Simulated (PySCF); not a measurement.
## Electronic structure of C2H11NSi2 (SMILES CN[SiH2][SiH2]C) in real space

```yaml
atoms:
  - { symbol: C, position_ang: [-2.7686, 0.0325, 0.2022] }
  - { symbol: N, position_ang: [-1.3367, 0.1843, 0.2753] }
  - { symbol: Si, position_ang: [-0.3338, 0.2846, -1.1214] }
  - { symbol: Si, position_ang: [1.8415, 0.4743, -0.3912] }
  - { symbol: C, position_ang: [2.3126, -0.8341, 0.9058] }
  - { symbol: H, position_ang: [-3.0090, -0.5733, -0.6681] }
  - { symbol: H, position_ang: [-3.1445, -0.4732, 1.0946] }
  - { symbol: H, position_ang: [-3.2892, 0.9917, 0.1026] }
  - { symbol: H, position_ang: [-1.0647, 0.6953, 1.1014] }
  - { symbol: H, position_ang: [-0.7138, 1.3866, -2.0340] }
  - { symbol: H, position_ang: [-0.6577, -0.9405, -1.8701] }
  - { symbol: H, position_ang: [2.7662, 0.3204, -1.5238] }
  - { symbol: H, position_ang: [2.1649, 1.7867, 0.1963] }
  - { symbol: H, position_ang: [3.3499, -0.7375, 1.2142] }
  - { symbol: H, position_ang: [1.6960, -0.7516, 1.7966] }
  - { symbol: H, position_ang: [2.1792, -1.8372, 0.5106] }
```

Geometry: GFN2-xTB.

All numbers below come from PySCF, PBE0/pcSseg-1, SCF density, gas phase, non-relativistic.

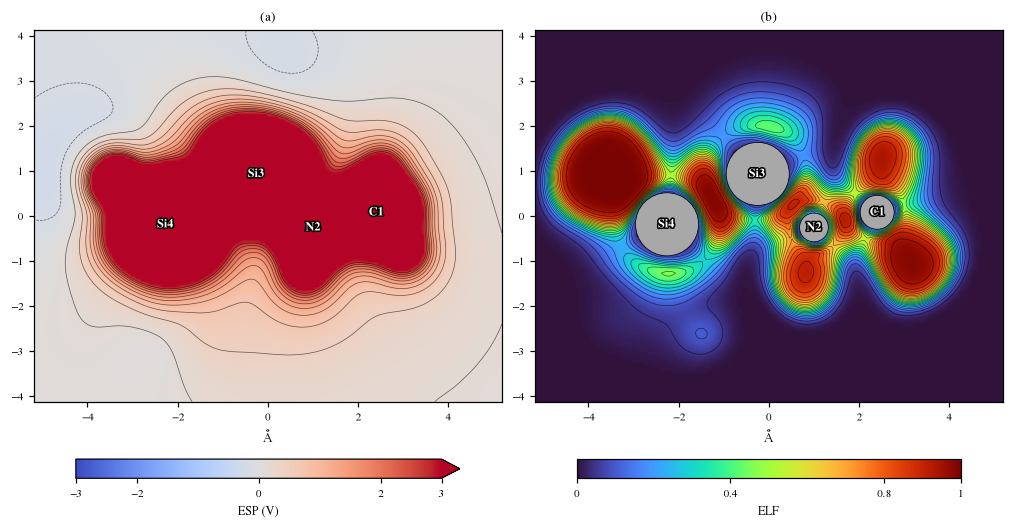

Figure 1. (a) molecular electrostatic potential; (b) electron localisation function on the plane of atoms C1, N2 and Si3. Grey discs cover the atomic cores in the ELF map.

### What do the fields say about this system?

- Atoms in the plane: C, N and Si.
- C–N (1.44 Å): the ELF peaks at about 0.90 between the atoms: a covalent bond.
- Si–N (1.72 Å): the ELF peaks at about 0.90 between the atoms: a shared but strongly polarised pair.
- Si–Si (2.30 Å): the ELF peaks at about 1 between the atoms, as expected for localised, covalent bonding.
- The potential has no marked negative region in this plane.

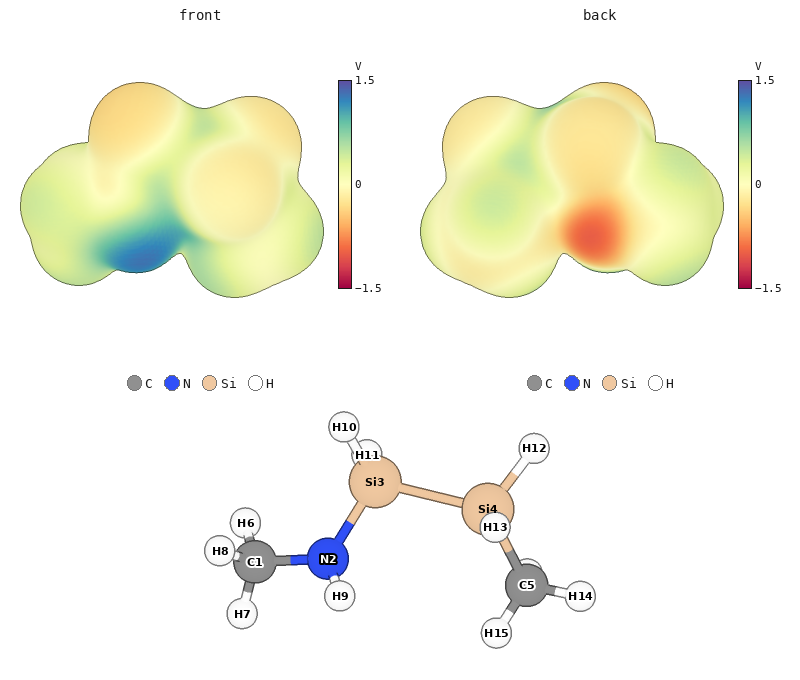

Figure 2. The molecular electrostatic potential painted on the density surface at 0.001 e/bohr³, seen from the front and from behind; red is negative and blue positive. The bare structure is drawn below in the same view.

### Where is the surface potential most negative and most positive?

The most negative region (about −0.9 V) lies over N2, the most positive (about +1.3 V) over H9.

### How polar is the molecule by this calculation?

Its dipole moment is 1.30 D.
